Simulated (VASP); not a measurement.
Band structure of FeS$_{2}$ (pyrite). Level of theory: PBEsol GGA, VASP's PBE PAW potentials (set 64) (plane waves; VASP 6.6.1).

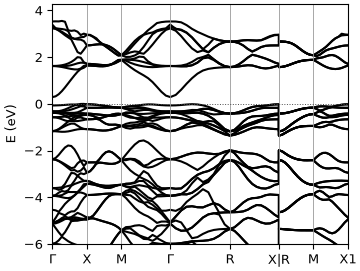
Bands along high-symmetry lines, zero at the valence-band maximum or, without a gap, the Fermi level

Problem. Read the plot: is there a gap, and where are the band edges?

Solution. The gap is indirect, 0.29 eV, from the valence maximum at Γ-X at 0.91 to the conduction minimum at Γ. (Edges off the drawn lines would not show.)

The compound is FeS2 in the pyrite structure. It was relaxed first, which changed the volume by -5 %. The run is not spin-polarised, so no magnetic state was tried.
